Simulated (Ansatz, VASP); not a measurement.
# MgTi4 in two plane-wave programs, part 2 of 2

Aim: how closely do two programs agree when they are given the same cell, functional and k mesh?

VASP 6.6.1 and Ansatz 0.2.0.

So far: The structure; Ansatz: single point, PBEsol.

## 3. VASP: single point, PBEsol

Level of this step: PBEsol; plane waves and PAW (Mg, Ti_sv) (VASP).

The same cell, functional, mesh and smearing now go to VASP, with its own data sets and cutoff.

Lines of VASP's logs that name or quote its potential files are left out, and so is its time.

INCAR reads:

```
SYSTEM = MgTi4
PREC = Normal
ENCUT = 330
EDIFF = 1E-05
NELM = 120
ISMEAR = 0
SIGMA = 0.1
LREAL = Auto
ALGO = Fast
GGA = PS
NBANDS = 124
LASPH = .TRUE.
LORBIT = 11
LWAVE = .FALSE.
LCHARG = .FALSE.
KPAR = 2
NCORE = 4
ICORELEVEL = 1
ISIF = 0
LVHAR = .TRUE.
```

POSCAR reads:

```
MgTi4
1.0
    5.8800000000      0.0000000000      0.0000000000
    2.9400000000      5.0922293743      0.0000000000
    0.0000000000      0.0000000000     23.3000000000
Mg Ti
4 16
Direct
    0.0003093270      0.9993813459      0.7069767964
    0.5003093270      0.9993813459      0.7069767964
    0.0003093270      0.9993813459      0.2930232036
    0.5003093270      0.9993813459      0.2930232036
    0.0034460671      0.4931078658      0.6872561798
    0.5034460671      0.4931078658      0.6872561798
    0.8331087122      0.3337825746      0.5960764836
    0.3331087122      0.3337825746      0.5960764836
    0.8314371556      0.8371256878      0.5978548449
    0.3314371556      0.8371256878      0.5978548449
    0.0000000000      0.0000000000      0.5000000000
    0.5000000000      0.0000000000      0.5000000000
    0.0000000000      0.5000000000      0.5000000000
    0.5000000000      0.5000000000      0.5000000000
    0.8331087122      0.3337825746      0.4039235164
    0.3331087122      0.3337825746      0.4039235164
    0.8314371556      0.8371256878      0.4021451551
    0.3314371556      0.8371256878      0.4021451551
    0.0034460671      0.4931078658      0.3127438202
    0.5034460671      0.4931078658      0.3127438202
```

KPOINTS reads:

```
Automatic mesh
0
Gamma
4 4 1
0 0 0
```

PAW data sets: Mg and Ti_sv (PBE family, release 64).

Launch:

```console
mpirun -np 8 vasp_std
```

Numbers of over 12 decimals in the logs are rounded to 6 here.

Log:

```text
[banner, memory and clock lines left out]
running    8 mpi-ranks, on    1 nodes
 distrk:  each k-point on    4 cores,    2 groups
 distr:  one band on    4 cores,    1 groups

 POSCAR found type information on POSCAR MgTi
 POSCAR found :  2 types and      20 ions
|                                                                             |
|               ----> ADVICE to this user running VASP <----                  |
|                                                                             |
|     You enforced a specific xc type in the INCAR file but a different       |
|     [... a line on the potential file left out ...]
|     I HOPE YOU KNOW WHAT YOU ARE DOING!                                     |
|                                                                             |

 LDA part: xc-table for (Slater+PW92), standard interpolation
 POSCAR, INCAR and KPOINTS ok, starting setup
 FFT: planning ... GRIDC
 FFT: planning ... GRID_SOFT
 FFT: planning ... GRID
 WAVECAR not read
 entering main loop
       N       E                     dE             d eps       ncg     rms          rms(c)
DAV:   1     0.220157694403E+04    0.22016E+04   -0.87762E+04  2048   0.127E+03
DAV:   2     0.191405424657E+03   -0.20102E+04   -0.19639E+04  1784   0.469E+02
DAV:   3    -0.888252300599E+02   -0.28023E+03   -0.27068E+03  2768   0.156E+02
DAV:   4    -0.150153327353E+03   -0.61328E+02   -0.60477E+02  2512   0.573E+01
DAV:   5    -0.157849306273E+03   -0.76960E+01   -0.76798E+01  2736   0.180E+01    0.358E+01
RMM:   6    -0.175428249848E+03   -0.17579E+02   -0.26785E+02  2679   0.392E+01    0.295E+01
RMM:   7    -0.142928382856E+03    0.32500E+02   -0.49575E+01  2377   0.227E+01    0.233E+01
RMM:   8    -0.136211869900E+03    0.67165E+01   -0.21341E+01  2619   0.129E+01    0.131E+01
RMM:   9    -0.133110863652E+03    0.31010E+01   -0.46362E+00  2661   0.615E+00    0.577E+00
RMM:  10    -0.133262592285E+03   -0.15173E+00   -0.28252E+00  2702   0.426E+00    0.502E+00
RMM:  11    -0.133081376301E+03    0.18122E+00   -0.19440E+00  2693   0.397E+00    0.209E+00
RMM:  12    -0.133120744875E+03   -0.39369E-01   -0.71184E-01  2882   0.229E+00    0.144E+00
RMM:  13    -0.133127278490E+03   -0.65336E-02   -0.45970E-01  2760   0.153E+00    0.550E-01
RMM:  14    -0.133144521784E+03   -0.17243E-01   -0.22549E-01  3156   0.901E-01    0.378E-01
[...]
RMM:  32    -0.133187573518E+03   -0.11717E-03   -0.12568E-03  2636   0.593E-02    0.240E-02
RMM:  33    -0.133187673493E+03   -0.99975E-04   -0.10876E-03  2570   0.536E-02    0.251E-02
RMM:  34    -0.133187748994E+03   -0.75501E-04   -0.81953E-04  2523   0.488E-02    0.272E-02
RMM:  35    -0.133187811498E+03   -0.62504E-04   -0.69869E-04  2495   0.445E-02    0.275E-02
RMM:  36    -0.133187862773E+03   -0.51275E-04   -0.54010E-04  2411   0.407E-02    0.304E-02
RMM:  37    -0.133187896585E+03   -0.33812E-04   -0.44822E-04  2456   0.372E-02    0.270E-02
RMM:  38    -0.133187908824E+03   -0.12239E-04   -0.37802E-04  2686   0.382E-02    0.103E-02
RMM:  39    -0.133187935557E+03   -0.26733E-04   -0.29950E-04  2510   0.310E-02    0.856E-03
WARNING in EDDRMM: call to ZHEGV failed, returncode =   6  3     32
WARNING in EDDRMM: call to ZHEGV failed, returncode =   8  4     33
RMM:  40    -0.133187955232E+03   -0.19675E-04   -0.20725E-04  2234   0.272E-02    0.962E-03
RMM:  41    -0.133187977025E+03   -0.21792E-04   -0.20197E-04  2376   0.266E-02    0.156E-02
WARNING in EDDRMM: call to ZHEGV failed, returncode =   6  3     29
RMM:  42    -0.133187991170E+03   -0.14145E-04   -0.14462E-04  1980   0.223E-02    0.174E-02
RMM:  43    -0.133188002931E+03   -0.11761E-04   -0.12939E-04  1978   0.212E-02    0.181E-02
RMM:  44    -0.133188008503E+03   -0.55728E-05   -0.99076E-05  1969   0.201E-02
   1 F= -.13318801E+03 E0= -.13312235E+03  d E =-.131321E+00
```

Parts of OUTCAR (step 3):

```text
ion  position               nearest neighbor table
   1  0.000  0.999  0.707-   2 2.94   2 2.94   6 2.95   5 2.95   5 3.00   6 3.00  10 3.05   9 3.05
                             7 3.09
   2  0.500  0.999  0.707-   1 2.94   1 2.94   5 2.95   6 2.95   6 3.00   5 3.00   9 3.05  10 3.05
                             8 3.09
   3  0.000  0.999  0.293-   4 2.94   4 2.94  20 2.95  19 2.95  19 3.00  20 3.00  18 3.05  17 3.05
                            15 3.09
   4  0.500  0.999  0.293-   3 2.94   3 2.94  19 2.95  20 2.95  20 3.00  19 3.00  17 3.05  18 3.05
                            16 3.09
   5  0.003  0.493  0.687-   8 2.71   7 2.71   9 2.72   2 2.95   1 2.95   1 3.00   2 3.00
   6  0.503  0.493  0.687-   7 2.71   8 2.71  10 2.72   1 2.95   2 2.95   2 3.00   1 3.00
   7  0.833  0.334  0.596-   6 2.71   5 2.71  14 2.81  13 2.81  11 2.81   1 3.09
   8  0.333  0.334  0.596-   5 2.71   6 2.71  13 2.81  14 2.81  12 2.81   2 3.09
   9  0.831  0.837  0.598-   5 2.72  12 2.84  11 2.84  13 2.85   2 3.05   1 3.05
  10  0.331  0.837  0.598-   6 2.72  11 2.84  12 2.84  14 2.85   1 3.05   2 3.05
  11  0.000  0.000  0.500-   7 2.81  15 2.81  10 2.84  18 2.84  17 2.84   9 2.84
  12  0.500  0.000  0.500-   8 2.81  16 2.81   9 2.84  17 2.84  10 2.84  18 2.84
  13  0.000  0.500  0.500-   8 2.81  16 2.81  15 2.81   7 2.81   9 2.85  17 2.85
  14  0.500  0.500  0.500-   7 2.81  15 2.81   8 2.81  16 2.81  10 2.85  18 2.85
  15  0.833  0.334  0.404-  20 2.71  19 2.71  14 2.81  13 2.81  11 2.81   3 3.09
  16  0.333  0.334  0.404-  19 2.71  20 2.71  13 2.81  14 2.81  12 2.81   4 3.09
  17  0.831  0.837  0.402-  19 2.72  12 2.84  11 2.84  13 2.85   4 3.05   3 3.05
  18  0.331  0.837  0.402-  20 2.72  11 2.84  12 2.84  14 2.85   3 3.05   4 3.05
  19  0.003  0.493  0.313-  16 2.71  15 2.71  17 2.72   4 2.95   3 2.95   3 3.00   4 3.00
  20  0.503  0.493  0.313-  15 2.71  16 2.71  18 2.72   3 2.95   4 2.95   4 3.00   3 3.00

  LATTYP: Found a hexagonal cell.
 ALAT       =     5.8800000000
 C/A-ratio  =     3.9625850340

 Subroutine GETGRP returns: Found  4 space group operations
 (whereof  4 operations were pure point group operations)

The static configuration has the point symmetry C_2v.

 Found      7 irreducible k-points:

   k-points           NKPTS =      7   k-points in BZ     NKDIM =      7   number of bands    NBANDS=    124

   dimension x,y,z NGX =    28 NGY =   28 NGZ =  108
   dimension x,y,z NGXF=    56 NGYF=   56 NGZF=  216

   ENCUT  =  330.0 eV  24.25 Ry    4.92 a.u.   8.71  8.71 34.51*2*pi/ulx,y,z

   NELECT =     200.0000    total number of electrons

 k-points in reciprocal lattice and weights: Automatic mesh
   0.00000000  0.00000000  0.00000000       0.062
   0.25000000  0.00000000  0.00000000       0.250
   0.00000000  0.25000000  0.00000000       0.125
   0.50000000  0.00000000  0.00000000       0.125
   0.00000000  0.50000000  0.00000000       0.062
   0.50000000  0.25000000  0.00000000       0.125
   0.25000000  0.50000000  0.00000000       0.250

 the core state eigenenergies are
   1-  1s  -1252.9721  2s    -73.5452  2p    -40.2963
   2-  1s  -1252.9721  2s    -73.5452  2p    -40.2963
   3-  1s  -1252.9721  2s    -73.5452  2p    -40.2963
   4-  1s  -1252.9721  2s    -73.5452  2p    -40.2963
   5-  1s  -4861.3799  2s   -529.6321  2p   -436.9584
   6-  1s  -4861.3799  2s   -529.6321  2p   -436.9584
   7-  1s  -4861.0376  2s   -529.4780  2p   -436.7860
   8-  1s  -4861.0376  2s   -529.4780  2p   -436.7860
   9-  1s  -4861.2434  2s   -529.6557  2p   -436.9665
  10-  1s  -4861.2434  2s   -529.6557  2p   -436.9665
  11-  1s  -4861.1962  2s   -529.6308  2p   -436.9397
  12-  1s  -4861.1962  2s   -529.6308  2p   -436.9397
  13-  1s  -4861.1817  2s   -529.6119  2p   -436.9209
  14-  1s  -4861.1817  2s   -529.6119  2p   -436.9209
  15-  1s  -4861.0376  2s   -529.4780  2p   -436.7860
  16-  1s  -4861.0376  2s   -529.4780  2p   -436.7860
  17-  1s  -4861.2434  2s   -529.6557  2p   -436.9665
  18-  1s  -4861.2434  2s   -529.6557  2p   -436.9665
  19-  1s  -4861.3799  2s   -529.6321  2p   -436.9584
  20-  1s  -4861.3799  2s   -529.6321  2p   -436.9584

 E-fermi :   1.6394

 k-point     1 :       0.0000    0.0000    0.0000
  band No.  band energies     occupation
    ...
     93       1.0957      2.00000
     94       1.2849      2.00000
     95       1.4669      1.98533
     96       1.5279      1.88515
     97       1.6814      0.55295
     98       1.8429      0.00401
     99       1.8588      0.00192
    100       1.8696      0.00113
    101       1.8723      0.00099
    102       1.9197      0.00007
    ...

 k-point     2 :       0.2500    0.0000    0.0000
  band No.  band energies     occupation
    ...
     94       1.2595      2.00000
     95       1.3678      1.99988
     96       1.4213      1.99797
     97       1.4784      1.97719
     98       1.5116      1.92938
     99       1.7680      0.06897
    100       1.7741      0.05688
    101       1.8736      0.00093
    102       1.8779      0.00075
    103       1.9197      0.00007
    ...

 k-point     3 :       0.0000    0.2500    0.0000
  band No.  band energies     occupation
    ...
     96       1.4358      1.99602
     97       1.4877      1.96807
     98       1.5951      1.46886
     99       1.6626      0.74338
    100       1.6769      0.59595
    101       1.7280      0.21044
    102       1.7538      0.10580
    103       1.9042      0.00018
    104       1.9868      0.00000
    105       2.0321      0.00000
    ...

  energy-cutoff  :      330.00
  volume of cell :      697.66
      direct lattice vectors                 reciprocal lattice vectors
     5.880000000  0.000000000  0.000000000     0.170068027 -0.098188821  0.000000000
     2.940000000  5.092229374  0.000000000     0.000000000  0.196377643  0.000000000
     0.000000000  0.000000000 23.300000000     0.000000000  0.000000000  0.042918455

 POSITION                                       TOTAL-FORCE (eV/Angst)
 -----------------------------------------------------------------------------------
      2.94000      5.08908     16.47256        -0.000000     -0.025833     -0.015798
      5.88000      5.08908     16.47256        -0.000000     -0.025833     -0.015798
      2.94000      5.08908      6.82744        -0.000000     -0.025833      0.015798
      5.88000      5.08908      6.82744        -0.000000     -0.025833      0.015798
      1.47000      2.51102     16.01307        -0.000000     -0.020310      0.027960
      4.41000      2.51102     16.01307        -0.000000     -0.020310      0.027960
      5.88000      1.69970     13.88858        -0.000000      0.006605     -0.042223
      2.94000      1.69970     13.88858        -0.000000      0.006605     -0.042223
      7.35000      4.26284     13.93002        -0.000000      0.020216     -0.018760
      4.41000      4.26284     13.93002        -0.000000      0.020216     -0.018760
      0.00000      0.00000     11.65000         0.000000     -0.156515      0.000000
      2.94000      0.00000     11.65000         0.000000     -0.156515      0.000000
      1.47000      2.54611     11.65000        -0.000000      0.195159      0.000000
      4.41000      2.54611     11.65000        -0.000000      0.195159      0.000000
      5.88000      1.69970      9.41142        -0.000000      0.006605      0.042223
      2.94000      1.69970      9.41142        -0.000000      0.006605      0.042223
      7.35000      4.26284      9.36998        -0.000000      0.020216      0.018760
      4.41000      4.26284      9.36998        -0.000000      0.020216      0.018760
      1.47000      2.51102      7.28693        -0.000000     -0.020310     -0.027960
      4.41000      2.51102      7.28693        -0.000000     -0.020310     -0.027960
 -----------------------------------------------------------------------------------
    total drift:                                0.000042      0.046977      0.000000

  FREE ENERGIE OF THE ION-ELECTRON SYSTEM (eV)
  ---------------------------------------------------
  free  energy   TOTEN  =      -133.1880085034 eV

  energy  without entropy=     -133.0566871066  energy(sigma->0) =     -133.12234781

 total charge
# of ion       s       p       d       tot
------------------------------------------
    1        0.239   0.143   0.014   0.396
    2        0.239   0.143   0.014   0.396
    3        0.239   0.143   0.014   0.396
    4        0.239   0.143   0.014   0.396
    5        2.240   6.059   1.956  10.255
    6        2.240   6.059   1.956  10.255
    7        2.252   6.130   1.915  10.298
    8        2.252   6.130   1.915  10.298
    9        2.239   6.115   1.893  10.247
   10        2.239   6.115   1.893  10.247
   11        2.250   6.123   1.902  10.275
   12        2.250   6.123   1.902  10.275
   13        2.249   6.125   1.910  10.285
   14        2.249   6.125   1.910  10.285
   15        2.252   6.130   1.915  10.298
   16        2.252   6.130   1.915  10.298
   17        2.239   6.115   1.893  10.247
   18        2.239   6.115   1.893  10.247
   19        2.240   6.059   1.956  10.255
   20        2.240   6.059   1.956  10.255
--------------------------------------------------
tot         36.879  98.283  30.740 165.901

[... 3 further parts left out ...]
```

## 4. Comparison

Known differences besides the PAW data sets themselves: the data sets hold 232 valence electrons in Ansatz (default PAW (the set named soft_2) files) and 200 in VASP; the cutoff is 420 eV in Ansatz and 330 eV in VASP (PREC = Normal, projectors in real space); Ansatz makes its cores anew for this functional, VASP keeps those of its PBE data sets. Total energies have different zeros and are not compared.

Forces on 10 of the 20 atoms, picked by the larger force of the two programs (eV/Å; atoms numbered as in POSCAR):

| atom | Ansatz x, y, z | VASP x, y, z |
| --- | --- | --- |
| Ti5 | 0.000, -0.027, 0.000 | 0.000, -0.020, 0.028 |
| Ti6 | 0.000, -0.027, 0.000 | 0.000, -0.020, 0.028 |
| Ti7 | 0.000, 0.014, -0.054 | 0.000, 0.007, -0.042 |
| Ti8 | 0.000, 0.014, -0.054 | 0.000, 0.007, -0.042 |
| Ti11 | 0.000, -0.154, 0.000 | 0.000, -0.157, 0.000 |
| Ti12 | 0.000, -0.154, 0.000 | 0.000, -0.157, 0.000 |
| Ti13 | 0.000, 0.197, 0.000 | 0.000, 0.195, 0.000 |
| Ti14 | 0.000, 0.197, 0.000 | 0.000, 0.195, 0.000 |
| Ti15 | 0.000, 0.014, 0.054 | 0.000, 0.007, 0.042 |
| Ti16 | 0.000, 0.014, 0.054 | 0.000, 0.007, 0.042 |

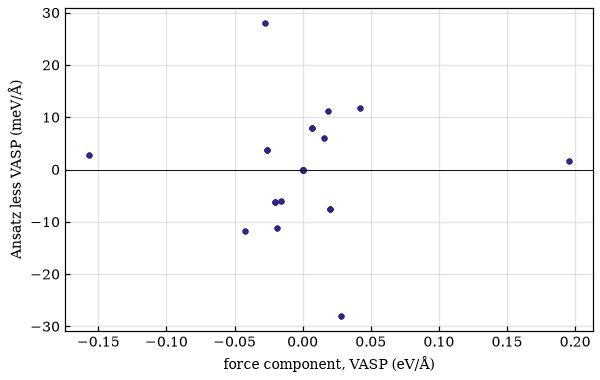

Difference of the force components against their size.

The forces differ by 9.2 meV/Å r.m.s., which is 18.7 % of the r.m.s. force of 0.05 eV/Å (both taken over all components).

## 5. Outcome

- r.m.s. force difference (single point, PBEsol): 9.2 meV/Å

In words: The r.m.s. force difference is 9.2 meV/Å (single point, PBEsol), within the 12 meV/Å picked in this series as the mark of a large difference. Differences of this kind measure data sets and numerical settings, not the functional's error against experiment.

[Lines on the potential files, build, host, timing and source positions are cut from VASP's logs without a mark.]

[Logs are printed without paths, hosts, clocks, repeated set-up lines and the standing remarks that a program may print on its own settings, such as how far it seeks lower states.]

[Hosts, paths, dates, database ids (printed as entryN), source tags and the programs' standing remarks are cut or masked in the printed files.]
